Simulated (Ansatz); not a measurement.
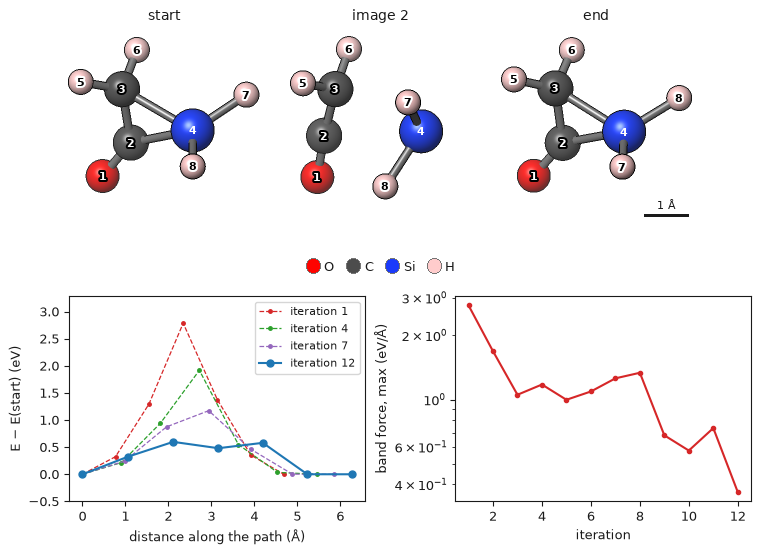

A nudged-elastic-band calculation for C2H4OSi. Images are numbered from 0 (start) to 6 (end). The plot follows the band through its iterations. The picture is a ball-and-stick view, seen at a tilt.

All numbers below come from Ansatz 0.2.0, RKS revPBE-D4/def2-SVP. Run with 5 movable images; climbing image; force threshold 0.5 eV/Å; iteration limit 60; starting path by image-dependent pair potential.

How did the profile develop, and is the result final?

Answer. The run is converged, with reservations. The band converged in 12 iterations. The largest component of the band force went from 2.8 to 0.37 eV/Å. The climbing image converged on the top of the path. Its curvatures weren't checked. The force threshold is loose. The first iteration put the highest image at 2.79 eV. The barrier is about 0.60 eV in both directions, with image 2 at the top; the ends have the same energy. The profile has 2 maxima (images 2, 4) with a dip at image 3 (+0.48 eV), so the process runs in steps.

Cost: 2.2 min on 1 thread of Arm Neoverse V1, on a shared host, peak memory 0.14 GiB.
